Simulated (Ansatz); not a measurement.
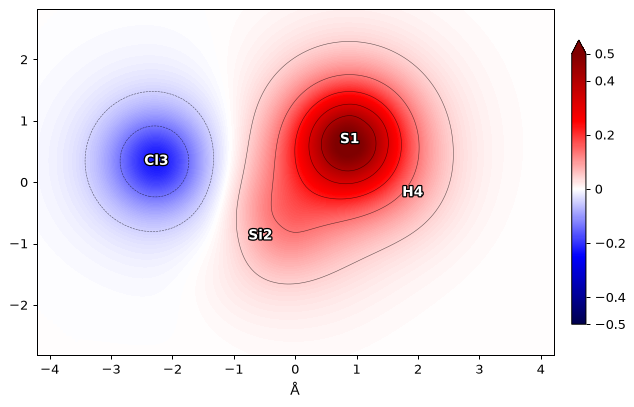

ClHSSi (SMILES S[Si]Cl). The HOMO−1 on a plane 0.8 Å above the molecular plane (values in Å⁻³ᐟ²; the overall sign is arbitrary).

Geometry: PBE0-D4/def2-TZVP.

Method: Ansatz, RKS PBE0-D4/def2-TZVPP.

> What is the character of this orbital?

By Hirshfeld shares it lies mainly on S1 (about 75 %) and Cl3 (about 10 %); it changes sign across the molecular plane (π type); π-antibonding (a node) across Si2–Cl3. Its energy is −8.33 eV.
